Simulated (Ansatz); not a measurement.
# C$_{4}$H$_{9}$F$_{2}$Ga (SMILES CC(C)[CH2][Ga]([F])[F]): what the fields show

Input

```
crystal:
  periodic: [false, false, false]
  atoms:
    - {symbol: C, position_ang: [-0.356928, -1.351356, -0.823984]}
    - {symbol: C, position_ang: [0.328867, -0.697607, 0.366088]}
    - {symbol: C, position_ang: [1.625406, -0.020692, -0.051904]}
    - {symbol: C, position_ang: [-0.603298, 0.274939, 1.082153]}
    - {symbol: Ga, position_ang: [-1.195956, 1.775197, -0.017237]}
    - {symbol: F, position_ang: [-2.290944, 3.020984, 0.540099]}
    - {symbol: F, position_ang: [-0.733666, 2.091855, -1.678215]}
    - {symbol: H, position_ang: [0.286785, -2.104343, -1.284387]}
    - {symbol: H, position_ang: [-1.287943, -1.842891, -0.529314]}
    - {symbol: H, position_ang: [-0.590069, -0.608065, -1.594826]}
    - {symbol: H, position_ang: [0.577957, -1.487346, 1.087473]}
    - {symbol: H, position_ang: [2.126574, 0.445171, 0.800734]}
    - {symbol: H, position_ang: [1.435210, 0.753883, -0.803305]}
    - {symbol: H, position_ang: [2.318920, -0.739124, -0.494896]}
    - {symbol: H, position_ang: [-1.512389, -0.222531, 1.434977]}
    - {symbol: H, position_ang: [-0.128516, 0.711926, 1.966544]}
basis:
  gaussian: {orbitals: def2-TZVPP}
hamiltonian: {xc: pbe0, dispersion: d4}
output: {orbitals: {seedname: orbitals}}
```

Run with:

```sh
ansatz run in.yaml --threads 8 --pin off --events-out ev --progress --plain --max-ram 20889MiB
```

Geometry: PBE0-D4/def2-TZVP.

Theory: RKS PBE0-D4/def2-TZVPP in Ansatz.

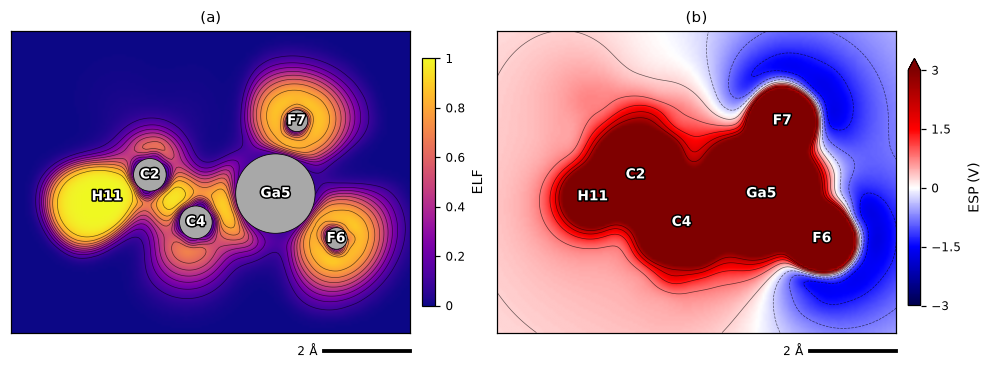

Figure 1. (a) electron localisation function; (b) electrostatic potential on the plane of atoms C4, Ga5 and F6. Grey discs cover the atomic cores in the ELF map.

**Interpret the plot.**

The plane passes through C, Ga, F and H nuclei. C–C (1.53 Å): the ELF peaks at about 0.95 between the atoms: localised, covalent bonding. Ga–F (1.75 Å): the ELF peaks at about 0.80 in the valence shell of F, 0.5 Å from its nucleus, and is about 0.20 at the midpoint. C–Ga (1.95 Å): the ELF peaks at about 0.90 in the valence shell of C, 0.7 Å from its nucleus, and is about 0.55 at the midpoint. C–H (1.10 Å): the ELF climbs to about 1 towards the hydrogen, as it does in any bond to H; an ordinary covalent bond to hydrogen. The ELF also peaks beside F6 and F7, away from the bonds: lone-pair regions. Outside the dense part of the molecule the potential is most negative (−1.7 V) near F6.

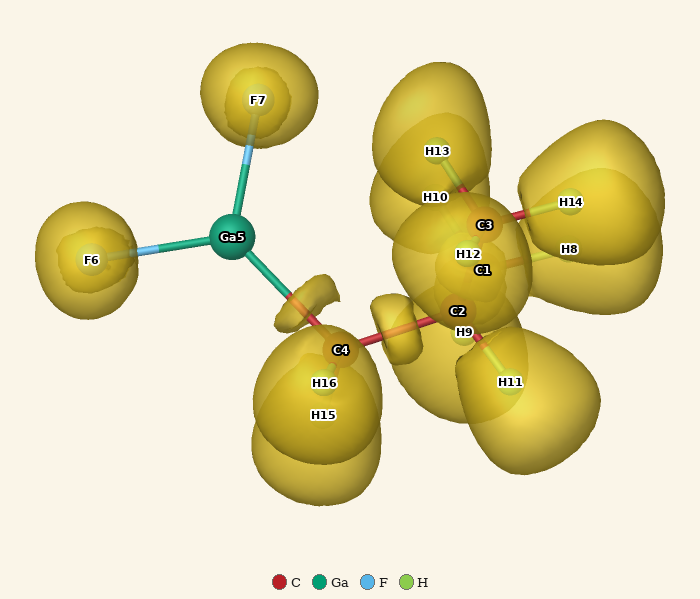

Figure 2. Isosurface of the electron localisation function at 0.8 (yellow), seen from one side. Only the valence region is drawn (cores and ρ < 0.01 e/Å³ removed).

**Where are the electrons localised?**

The ELF exceeds this value in three regions between bonded C–C atoms (shared pairs), nine regions around hydrogen nuclei, one lobe of the valence shell of C pointing towards Ga (polar bonds) and two regions wrapped around F (the valence shell of each).


C–C (1.52 Å): the ELF peaks at about 0.95 between the atoms, as expected for a covalent bond.

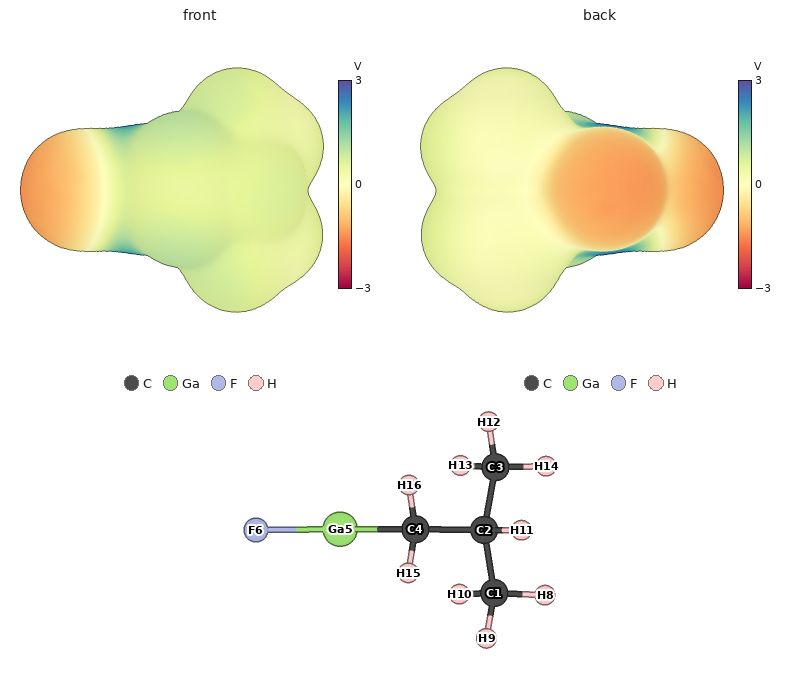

Figure 3. The electrostatic potential painted on the density surface at 0.001 e/bohr³, seen from the front and from behind; the colour scale runs from red (negative) to blue (positive). The bare structure is drawn below in the same view.

**Describe the electrostatic potential map.**

The most negative region (about −1.4 V) lies over F6 and F7, the most positive (about +2.5 V) over Ga5.
